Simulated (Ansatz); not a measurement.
**MoS3 (Pm-3m): the Drude term of Re ε in the infrared**

Re ε of MoS3 (Pm-3m) at low photon energies is read from one computed spectrum; the carriers' damping was typed as γ = 0.1 eV.

Symmetry: Pm-3m, No. 221, cubic system. Conventional cell: a = 4.686 Å, b = 4.686 Å, c = 4.686 Å, α = 90.00°, β = 90.00°, γ = 90.00°. Mo on site a is surrounded by 6 S at 2.34 Å. S on site d is surrounded by 2 Mo at 2.34 Å.

Method: Ansatz 0.2.0, PBE, independent particles, k-mesh 10×10×10 with interpolation inside its cells, Gaussian parameter 0.15 eV.

Launch of the response step: `ansatz run input.yaml --threads 4 --pin off --max-ram 8192MiB --backend cpu --events-out ev --progress --plain --runs-dir out`. The run took 32 s, on 4 threads of Arm Neoverse V1, on a shared host.

| photon energy E (eV) | wavelength (µm) | Re ε |
| --- | --- | --- |
| 0.25 | 4.96 | -273.2 |
| 0.30 | 4.13 | ? |
| 0.35 | 3.54 | -149.0 |
| 0.40 | 3.10 | -113.5 |
| 0.50 | 2.48 | -65.5 |
| 0.60 | 2.07 | -35.0 |
| 0.70 | 1.77 | -13.8 |

A Drude term over a constant background gives Re ε = ε_b − ωp²/(E² + γ²), linear in 1/(E² + γ²).

Working, on the rows shown:

| x = 1/(E² + γ²) (eV⁻²) | y = Re ε |
| --- | --- |
| 13.7931 | -273.2 |
| 7.54717 | -149 |
| 5.88235 | -113.5 |
| 3.84615 | -65.5 |
| 2.7027 | -35 |
| 2 | -13.8 |

Means: x̄ = 5.9619, ȳ = -108.33. Σ(x − x̄)(y − ȳ) = -2059, Σ(x − x̄)² = 94.64. Slope = -2059 / 94.64 = -21.76; intercept = ȳ − slope · x̄ = 21.392. The line misses the rows shown by at most 8.3.

Q: Predict the last column of the withheld row from the fit.

A: At x = 10 the line gives y = -196.2. The run gave -198.5, so the interpolation is off by 2.3, 0.9 % of the range in the table.

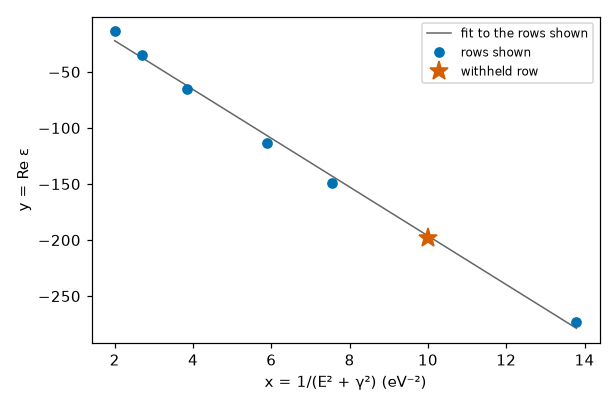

Refitted with all rows, the slope is -21.83 and the intercept 21.543. These give ωp = √(−slope) = 4.67 eV, against 4.65 eV from the program's Fermi-surface sum, and an intercept of 21.5. Taking the program's Drude term off the rows leaves 25 at the lowest energy and 29 at the highest, so the background isn't constant: interband transitions lie in or near the window, and neither fitted number can be trusted. The structure is a model and need not exist. The values come from a sum over the points of one k-mesh and carry its error, which is largest for Fermi-surface quantities. Spin-orbit coupling is left out.
